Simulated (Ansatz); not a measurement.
```xyz
8

B    -0.0072    0.4132   -0.3793
Cl    0.0438   -0.0077    2.6621
O     1.1714   -0.1844   -0.6451
H     1.1233   -1.0789   -0.9403
O    -1.2421   -0.0943   -0.5635
H    -1.2819   -0.9929   -0.8475
F     0.0543    1.6636    0.0717
H     0.0575    1.2115    2.1462
```

Not at a stationary point (largest force 1.4 eV/Å).

Level of theory: RHF/cc-pVDZ (Ansatz 0.2.0).

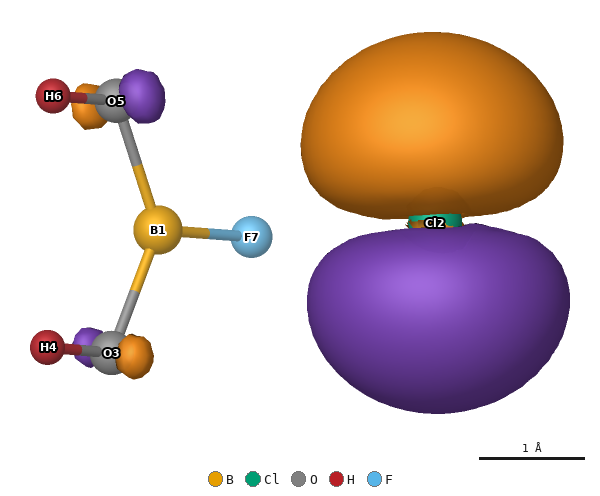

BFH2O2···HCl. The HOMO at ±0.1 Å⁻³ᐟ² (orange and purple are the two phases), seen across its widest extent.

Q: Where does this orbital lie, and at what energy?

A: By Hirshfeld shares it lies mainly on Cl2 (about 95 %); largely a lone pair of Cl2. Its energy is −12.65 eV.
